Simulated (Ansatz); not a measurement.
CH$_{4}$F$_{2}$Ge

```xyz
8

Ge    0.0543    0.0680   -0.0416
F    -0.2670   -0.1662    1.6667
H     1.5889    0.0094   -0.2303
C    -0.9327    1.6227   -0.6528
H    -2.0104    1.4690   -0.4513
H    -0.5849    2.5260   -0.1143
H    -0.7807    1.7643   -1.7408
F    -0.6138   -1.3589   -0.8124
```

The calculation used Ansatz 0.2.0, RKS PBE/def2-SVP.

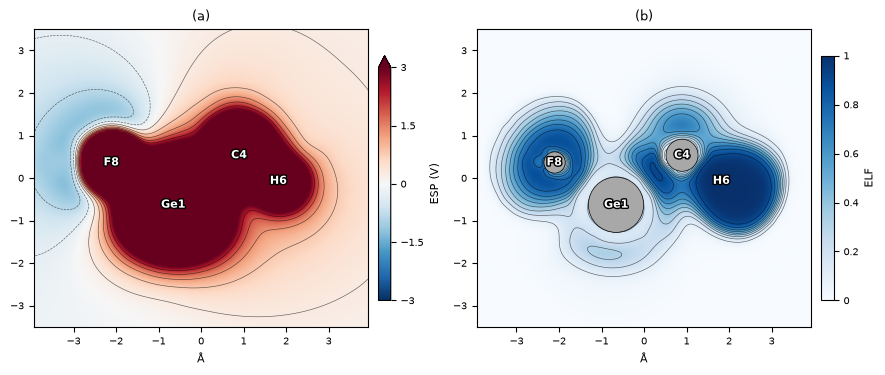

Figure 1. (a) molecular electrostatic potential; (b) electron localisation function on the plane of atoms C4, Ge1 and F8. Grey discs cover the atomic cores in the ELF map.

> What does the map show?

- The plane passes through Ge, C, H and F nuclei.
- Ge–F (1.75 Å): the ELF peaks at about 0.80 in the valence shell of F, 0.5 Å from its nucleus, and is about 0.25 at the midpoint.
- C–Ge (1.94 Å): the ELF peaks at about 0.90 in the valence shell of C, 0.7 Å from its nucleus, and is about 0.70 at the midpoint.
- C–H (1.11 Å): the ELF climbs to about 1 towards the hydrogen, as it does in any bond to H (a covalent bond by its length).
- The ELF also peaks beside F8, away from the bonds: lone-pair regions.
- Outside the dense part of the molecule the potential is most negative (−1.3 V) near F8.

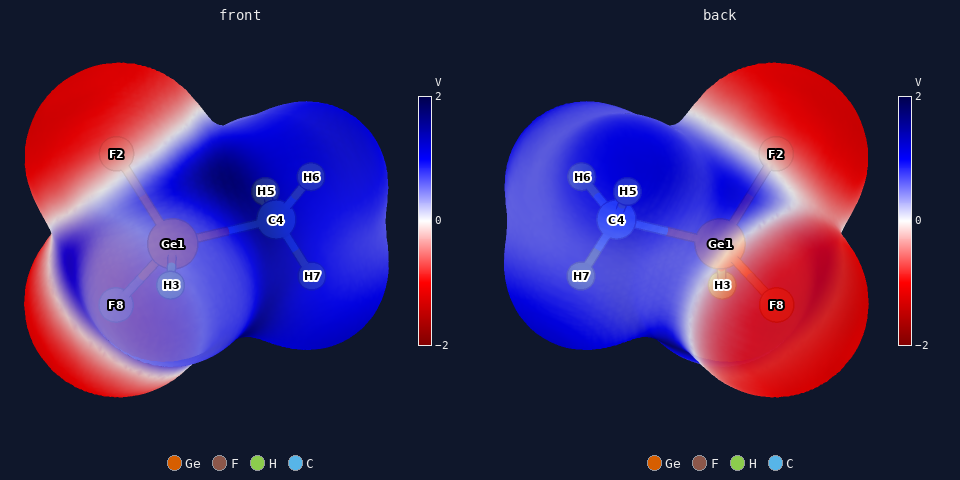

Figure 2. The electrostatic potential painted on the density surface at 0.002 e/bohr³, seen from the front and from behind; red is negative and blue positive.

> Describe the electrostatic potential map.

The most negative region (about −1.2 V) lies over F2 and F8, the most positive (about +1.8 V) over Ge1.

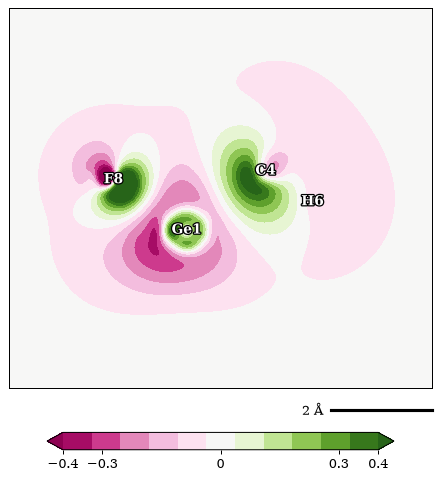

Figure 3. The LUMO on the plane of atoms C4, Ge1 and F8 (values in Å⁻³ᐟ²; the overall sign is arbitrary).

> Where does this orbital lie, and at what energy?

By Hirshfeld shares it lies mainly on Ge1 (about 40 %), H3 (about 15 %), F2 (about 15 %), F8 (about 15 %) and C4 (about 10 %). Its energy is −0.24 eV.
